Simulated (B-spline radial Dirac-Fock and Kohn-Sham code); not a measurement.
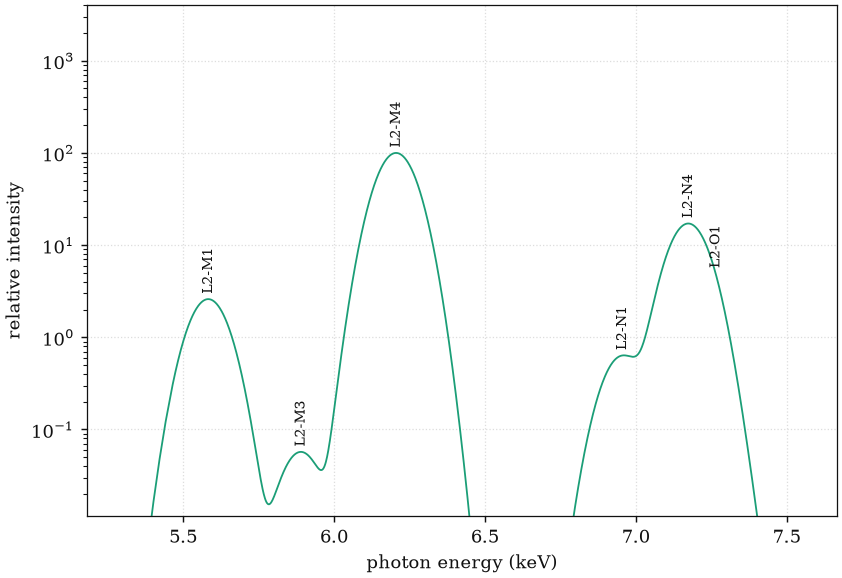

X-ray emission lines that fill an L2 (2p1/2) hole, broadened by a Gaussian of 130 eV full width, as by a silicon detector, on a logarithmic intensity axis. Multiplet splitting by the open shell is left out. Computed with a B-spline radial atomic code: independent-particle rates on relativistic LDA orbitals of the hole state (multipoles to L = 3), energies from Dirac–Fock ΔSCF.

**Which element emits this spectrum? It is a free neutral atom.**

Samarium (Sm, Z = 62): the strongest line is L2-M4 (Lβ1) at 6.206 keV, and the next L2-N4 (Lγ1) at 7.174 keV.

**Which line is the strongest, where is it and what share of the photons does it carry?**

L2-M4 (Lβ1) at 6.2057 keV, 83.0 % of the radiative decays.

**What multipole carries the L2-M3 line?**

E2; it is forbidden as an electric dipole and holds 0.047 % of the emission.
